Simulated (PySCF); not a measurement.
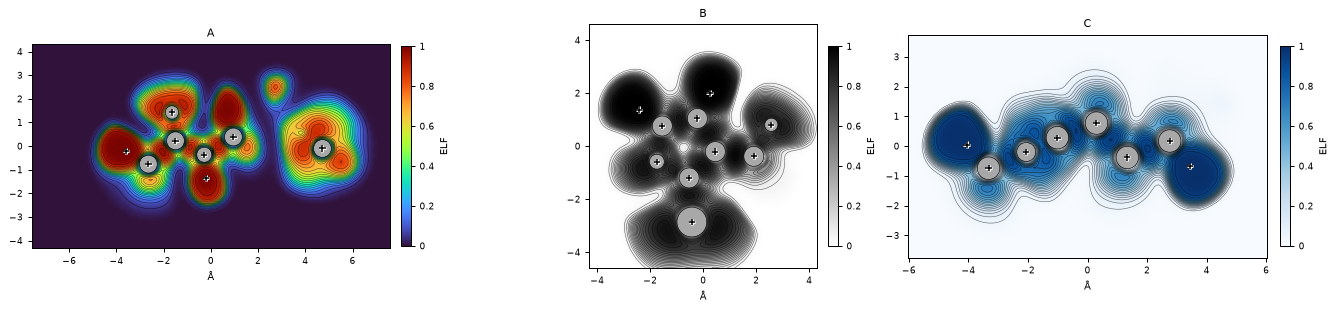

The ELF of 3 systems, each on a plane through atoms (crosses mark nuclei in the plane; grey discs cover the cores).

Method: PBE0/pcSseg-1, SCF density, gas phase, non-relativistic in PySCF 2.14.0.

System 1: C$_{5}$H$_{2}$F$_{3}$OS (SMILES FC(F)(F)c1ccoc1[S-]) (charge −1), the plane of atoms O8, C9 and S10. Geometry: GFN2-xTB.

| atom | x (Å) | y (Å) | z (Å) |
| --- | --- | --- | --- |
| F | -1.9062 | -1.5217 | 0.4666 |
| C | -1.6498 | -0.2723 | -0.0119 |
| F | -2.4036 | 0.5438 | 0.7682 |
| F | -2.2619 | -0.2474 | -1.2231 |
| C | -0.2172 | 0.0219 | -0.0269 |
| C | 0.8116 | -0.8606 | 0.4004 |
| C | 1.9789 | -0.2004 | 0.2203 |
| O | 1.7587 | 1.0409 | -0.2922 |
| C | 0.4128 | 1.1981 | -0.4520 |
| S | -0.1977 | 2.6227 | -1.0660 |
| H | 0.6761 | -1.8521 | 0.7873 |
| H | 2.9995 | -0.4737 | 0.4032 |

System 2: C$_{6}$H$_{12}$N (SMILES CCCCC#[N+]C) (charge +1), the plane of atoms C2, C3 and C4. Geometry: GFN2-xTB.

```xyz
19

C    -2.8903    0.3229    0.0881
C    -2.0887   -0.7910   -0.5726
C    -0.6198   -0.4327   -0.7927
C     0.1014   -0.2268    0.5652
C     1.4544    0.0891    0.3817
N     2.5531    0.3457    0.1490
C     3.8703    0.6633   -0.0987
H    -2.7783    1.2570   -0.4574
H    -2.5935    0.4803    1.1229
H    -3.9442    0.0611    0.0903
H    -2.5184   -1.0028   -1.5529
H    -2.1622   -1.7033    0.0215
H    -0.1270   -1.2334   -1.3450
H    -0.5525    0.4845   -1.3789
H    -0.3849    0.5898    1.1108
H     0.0197   -1.1372    1.1696
H     3.9194    1.6301   -0.6035
H     4.4164    0.7167    0.8453
H     4.3153   -0.1042   -0.7350
```

System 3: C$_{7}$H$_{11}$NO (SMILES C#CCCCNC(C)=O), the plane of atoms C5, N6 and C7. Geometry: GFN2-xTB.

```tsv
atom	x (Å)	y (Å)	z (Å)
C	-3.7075	1.4719	0.0892
C	-3.1253	0.4456	-0.1095
C	-2.4026	-0.7822	-0.3743
C	-0.9353	-0.5078	-0.7185
C	-0.1876	0.0766	0.4818
N	1.1874	0.3870	0.1670
C	2.2245	-0.3856	0.5707
C	3.5707	0.1083	0.0786
O	2.0830	-1.3627	1.2724
H	-4.2284	2.3636	0.2726
H	-2.8861	-1.2989	-1.2081
H	-2.4596	-1.4270	0.5070
H	-0.8841	0.1917	-1.5572
H	-0.4526	-1.4397	-1.0193
H	-0.6955	0.9826	0.8276
H	-0.1610	-0.6526	1.2952
H	1.3583	1.1555	-0.4615
H	3.5873	0.1383	-1.0088
H	3.7611	1.1089	0.4610
H	4.3480	-0.5628	0.4312
```

**Which map belongs to which system?**

Panel A is system 3, C$_{7}$H$_{11}$NO: the plane holds C, N, O and H. C–O (1.21 Å): the ELF peaks at about 0.85 between the atoms (a short, multiple covalent bond). Panel B is system 1, C$_{5}$H$_{2}$F$_{3}$OS: the plane holds F, C, O, S and H. C–C (1.35 Å): the ELF peaks at about 0.95 between the atoms; localised, covalent bonding. Panel C is system 2, C$_{6}$H$_{12}$N: the plane holds C, N and H. C–N (1.15 Å): the ELF peaks at about 0.85 between the atoms; a short, multiple covalent bond.
